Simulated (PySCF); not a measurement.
**C3H9OSi− (SMILES CC(C)O[SiH2-]) at 6 levels**

Wanted: a comparison of 6 runs (HF/STO-3G, HF/3-21G, B3LYP/6-31G*, CAM-B3LYP/6-31G*, MP2/def2-SVP) of C3H9OSi−. The job is set up through a Python script.

The calculation is run with PySCF 2.14.0.

## Step 1: The system as given

C3H9OSi−: 14 atoms, total charge -1, spin state singlet. SMILES: `CC(C)O[SiH2-]`. The shape is that of a GFN2-xTB optimisation. This is one conformer, not always the lowest.

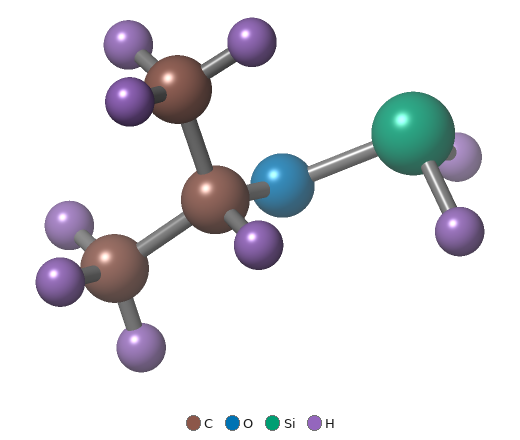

The structure, seen from a chosen angle (carbon brown, oxygen blue, silicon teal, hydrogen purple).

## Step 2: Energy and forces at HF/STO-3G (run 1)

File input.xyz:

```xyz
14

C     -1.045520     0.714120     0.763000
C      0.169080    -0.061520     0.225480
C      0.288760    -1.411640     0.951370
O      0.093360    -0.259490    -1.108480
Si     0.290360     1.163230    -2.102300
H     -1.119800     1.625940     0.169550
H     -0.930390     0.949210     1.821180
H     -1.949920     0.125700     0.615350
H      1.073150     0.539880     0.484030
H      1.168010    -1.945790     0.595170
H     -0.590810    -2.017230     0.736160
H      0.370930    -1.267140     2.029290
H      1.759030     1.461550    -1.805100
H      0.423750     0.383170    -3.374680
```

File input.py:

```python
from pyscf import gto, scf

molecule = gto.M(
    atom='input.xyz',
    verbose=4,
    basis='sto-3g',
    charge=-1,
    max_memory=1860,
)

mf = scf.RHF(molecule)
mf.conv_tol = 1e-10
mf.kernel()
if not mf.converged:
    mf = mf.newton().run(mf.mo_coeff, mf.mo_occ)

energy = mf.e_tot
print(f'total energy: {energy:.8f} hartree')
grad = mf.nuc_grad_method().kernel()
mf.analyze()
```

Command:

```
$ OMP_NUM_THREADS=1 python input.py
```

Output:

```text
PySCF version 2.14.0

[... 85 lines left out ...]
Two-electron Energy =                  429.138661491207131
[... 9 lines left out ...]
MO #6   energy= -5.53642067902002  occ= 2
[... 7 lines left out ...]
MO #14  energy= -0.435384712235956 occ= 2
[... 7 lines left out ...]
MO #22  energy= -0.106039691029144 occ= 2
[... 7 lines left out ...]
MO #30  energy= 0.851620879306641  occ= 0
[... 7 lines left out ...]
MO #38  energy= 1.09697200582016   occ= 0
[... 56 lines left out ...]
WARN: System has nonzero charge -1; the dipole moment is origin-dependent.
Location of origin: [0. 0. 0.]

Dipole moment(X, Y, Z, Debye): -1.58661, -3.12550,  8.42088
```

It took 3.3 s on 1 thread of Intel Xeon at 2.70GHz, shared host; peak memory 0.12 GiB.

## Step 3: Energy and gradient at HF/3-21G (run 2)

File input.py:

```python
from pyscf import gto, scf

mol = gto.M(
    atom='''
C     -1.975746     1.349491     1.441861
C      0.319515    -0.116256     0.426095
C      0.545677    -2.667613     1.797829
O      0.176425    -0.490365    -2.094724
Si     0.548701     2.198186    -3.972771
H     -2.116115     3.072581     0.320403
H     -1.758182     1.793747     3.441531
H     -3.684815     0.237539     1.162843
H      2.027960     1.020225     0.914684
H      2.207219    -3.677010     1.124708
H     -1.116469    -3.812012     1.391141
H      0.700956    -2.394548     3.834802
H      3.324085     2.761929    -3.411145
H      0.800771     0.724086    -6.377221
''',
    unit='bohr',
    verbose=3,
    max_memory=1860,
    spin=0,
    basis='3-21g',
    charge=-1,
)

calc0 = scf.RHF(mol)
calc0.conv_tol = 1e-10
calc0.kernel()
if not calc0.converged:
    calc0 = calc0.newton().run(calc0.mo_coeff, calc0.mo_occ)

energy = calc0.e_tot
print('Final energy', energy)
grad = calc0.nuc_grad_method().kernel()
calc0.analyze()
```

Command:

```
$ OMP_NUM_THREADS=1 python input.py
```

Output:

```text
converged SCF energy = -480.017574411722
[... 16 lines left out ...]
MO #7   energy= -3.94331252690273  occ= 2
[... 11 lines left out ...]
MO #19  energy= -0.368131366042444 occ= 2
[... 11 lines left out ...]
MO #31  energy= 0.487027576555331  occ= 0
[... 11 lines left out ...]
MO #43  energy= 1.03738472709943   occ= 0
[... 11 lines left out ...]
MO #55  energy= 1.52467187374963   occ= 0
[... 11 lines left out ...]
MO #67  energy= 3.66875374915372   occ= 0
[... 16 lines left out ...]
WARN: System has nonzero charge -1; the dipole moment is origin-dependent.
Location of origin: [0. 0. 0.]

Dipole moment(X, Y, Z, Debye): -0.97532, -3.70779,  8.71736
```

Wall time 3.3 s (1 thread of Intel Xeon at 2.70GHz, shared host); peak memory 0.14 GiB.

## Step 4: Energy and forces at B3LYP/6-31G(d) (spherical functions) (run 3)

File job.py:

```python
# CC(C)O[SiH2-]
import pyscf.grad
from pyscf import gto, dft

mol = gto.M(
    atom='''
C   -1.045520   0.714120   0.763000
C    0.169080  -0.061520   0.225480
C    0.288760  -1.411640   0.951370
O    0.093360  -0.259490  -1.108480
Si   0.290360   1.163230  -2.102300
H   -1.119800   1.625940   0.169550
H   -0.930390   0.949210   1.821180
H   -1.949920   0.125700   0.615350
H    1.073150   0.539880   0.484030
H    1.168010  -1.945790   0.595170
H   -0.590810  -2.017230   0.736160
H    0.370930  -1.267140   2.029290
H    1.759030   1.461550  -1.805100
H    0.423750   0.383170  -3.374680
''',
    verbose=3,
    charge=-1,
    basis='6-31g*',
    max_memory=1860,
    spin=0,
)

calc0 = dft.RKS(mol, xc='b3lyp')
calc0.grids.level = 5
calc0.conv_tol = 1e-10
calc0.kernel()
if not calc0.converged:
    calc0 = calc0.newton().run(calc0.mo_coeff, calc0.mo_occ)

e_tot = calc0.e_tot
print('E = %.10f Eh' % e_tot)
grad = calc0.Gradients().kernel()
dip = calc0.dip_moment()
pop, q = calc0.mulliken_pop()
```

Command:

```
$ OMP_NUM_THREADS=1 python job.py
```

Output:

```text
converged SCF energy = -484.453037437163
E = -484.4530374372 Eh
--------------- RKS gradients ---------------
         x                y                z
0 C    -0.0054942189    -0.0005063140     0.0018444306
1 C    -0.0018171069    -0.0022545002    -0.0310448693
2 C    -0.0028928851    -0.0058832285     0.0041960573
[... 10 lines of this table left out ...]
13 H    -0.0076570948     0.0062721963     0.0120553174
----------------------------------------------

WARN: System has nonzero charge -1; the dipole moment is origin-dependent.
[... 2 lines left out ...]
Dipole moment(X, Y, Z, Debye): -0.71476, -4.14344,  8.32740
[... 107 lines left out ...]
charge of   13H =     -0.17009
```

Run time: 52 s. Hardware: 1 thread of Intel Xeon at 2.70GHz, shared host; peak memory 0.95 GiB.

Runs 4 to 5 aren't shown in full; the table further down has their settings and results.

## Step 5: Energy and gradient at MP2/def2-SVP (run 6)

File job.py:

```python
# CC(C)O[SiH2-]
import pyscf.grad
from pyscf import gto, mp

mol = gto.Mole()
mol.atom = '''
C     -1.975746     1.349491     1.441861
C      0.319515    -0.116256     0.426095
C      0.545677    -2.667613     1.797829
O      0.176425    -0.490365    -2.094724
Si     0.548701     2.198186    -3.972771
H     -2.116115     3.072581     0.320403
H     -1.758182     1.793747     3.441531
H     -3.684815     0.237539     1.162843
H      2.027960     1.020225     0.914684
H      2.207219    -3.677010     1.124708
H     -1.116469    -3.812012     1.391141
H      0.700956    -2.394548     3.834802
H      3.324085     2.761929    -3.411145
H      0.800771     0.724086    -6.377221
'''
mol.max_memory = 1860
mol.verbose = 4
mol.spin = 0
mol.unit = 'bohr'
mol.basis = 'def2-svp'
mol.charge = -1
mol.build()

mf = mol.RHF()
mf.conv_tol = 1e-10
mf.kernel()
if not mf.converged:
    mf = mf.newton().run(mf.mo_coeff, mf.mo_occ)

pt = mp.MP2(mf, frozen=9).run()
e_final = pt.e_tot
print('Final energy', e_final)
grad = pt.Gradients().kernel()
dip = mf.dip_moment()
pop, q = mf.mulliken_pop()
```

Command:

```
$ OMP_NUM_THREADS=1 python job.py
```

Output:

```text
PySCF version 2.14.0

[... 70 lines left out ...]
converged SCF energy = -482.38202582233
[... 8 lines left out ...]
Final energy -483.1073910859308
[... 9 lines left out ...]
WARN: System has nonzero charge -1; the dipole moment is origin-dependent.
[... 2 lines left out ...]
Dipole moment(X, Y, Z, Debye): -0.96521, -4.00760,  8.76060
[... 134 lines left out ...]
charge of   13H =     -0.31354
```

Wall time 46 s (1 thread of Intel Xeon at 2.70GHz, shared host); peak memory 1.1 GiB.

## Step 6: The series

```csv
run,level,integration grid,Cartesian functions,energy (Eh),HOMO energy (eV),LUMO energy (eV),HOMO–LUMO gap (eV),wall time
1,HF/STO-3G,–,no,-476.719053,3.08,20.18,17.10,3.3 s
2,HF/3-21G,–,no,-480.017574,-1.31,9.99,11.29,3.3 s
3,B3LYP/6-31G* (spherical functions),5,no,-484.453037,1.17,5.94,4.76,52 s
4,CAM-B3LYP/6-31G* (spherical functions),5,no,-484.333882,-0.22,7.20,7.42,92 s
5,B3LYP/6-31G* (Cartesian functions),5,yes,-484.457990,1.17,5.92,4.75,51 s
6,MP2/def2-SVP,–,no,-483.107391,-1.35,8.41,9.76,46 s
```

## Step 7: What came out

```
                                                    quantity          value
                                         run 6: total energy  -483.10739 Eh
                  run 6: HOMO energy (Hartree–Fock orbitals)       -1.35 eV
                  run 6: LUMO energy (Hartree–Fock orbitals)        8.41 eV
run 6: HOMO–LUMO gap (to an unbound level, set by the basis)        9.76 eV
          run 6: correlation energy (9 core orbitals frozen)     -725.4 mEh
                             run 6: largest force on an atom     1.589 eV/Å
```

In words: Over runs 1, 2, 3, 4, 5 the HOMO–LUMO gap runs from 4.75 eV (B3LYP/6-31G*) to 17.10 eV (HF/STO-3G). The two ends differ in method and basis. The empty levels of an anion lie above zero and hang on the basis. Totals of different functionals can't be ranked against each other. In runs 1, 3, 5 the HOMO lies above zero, so the outermost electron may be held by the basis alone. In run 1 the basis is minimal, so the values are rough. All runs together took 4.1 min, the longest 92 s.
